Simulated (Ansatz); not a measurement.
CaICl

```
Ca I Cl
1.0
     4.16763    0.00000    0.00000
    -2.08381    3.60927    0.00000
     0.00000    0.00000   30.44784
Ca I Cl
1 1 1
Direct
  0.00000 0.00000 0.30399
  0.33333 0.66667 0.23685
  0.33333 0.66667 0.35322
```

A structure generated by program, which may or may not match a known phase.

Method: DFT PBE, scalar-relativistic, plane waves, PAW in Ansatz.

In a PAW calculation such maps are meaningful between the atoms, not at the nuclei.

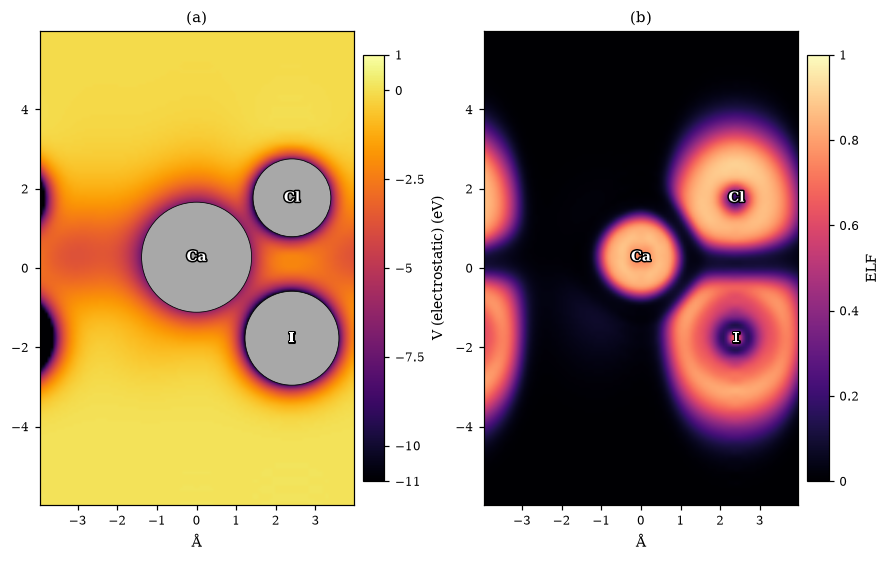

Figure 1. (a) electrostatic potential (local pseudopotential plus Hartree) felt by an electron; (b) ELF on the (110) plane of the calculation cell, a cut from vacuum to vacuum. Grey discs cover the atomic cores in the potential map.

What does the map show?

Answer.
- The plane passes through Ca, I and Cl nuclei.
- Ca–Cl (2.83 Å): the ELF peaks at about 0.90 in the valence shell of Cl, 0.9 Å from its nucleus, and is about 0.25 at the midpoint (a largely ionic contact).
- Ca–I (3.16 Å): the ELF peaks at about 0.80 in the valence shell of I, 1.3 Å from its nucleus, and falls to about 0.10 next to Ca (an ionic contact with no shared pair).
- The features right at Ca lie inside the PAW spheres, where the map follows smoothed inner orbitals and isn't to be read closely.
- Outside the cores the potential energy rises away from the atoms and is highest in the vacuum; its zero is arbitrary.

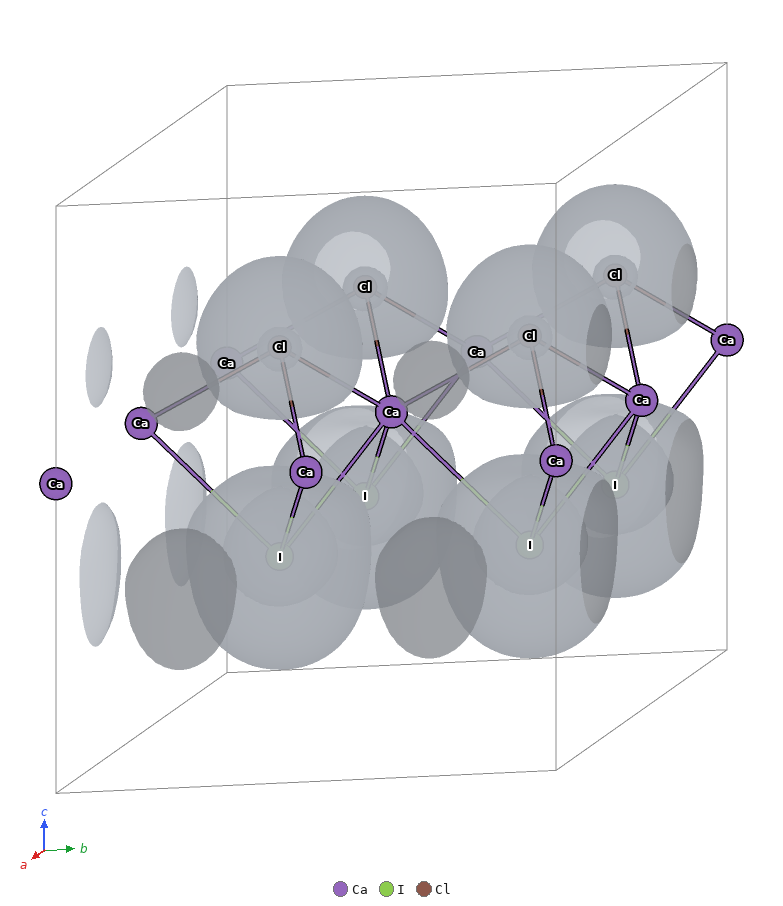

Figure 2. Isosurface of the electron localisation function at 0.65 (grey), seen slightly off an axis. Only the valence region is drawn (cores and ρ < 0.01 e/Å³ removed). Sticks mark near contacts.

Where are the electrons localised?

Answer. The surface consists of one region wrapped around Cl (its valence shell) and one region wrapped around I (its valence shell), counted in one cell of 3 atoms. Counts are for one cell; the picture repeats the cell along the surface.

Metal or insulator at this level of theory?

Answer. It is gapped, with a Kohn–Sham gap of 3.1 eV on the k-point mesh, an upper bound to the gap of this method.
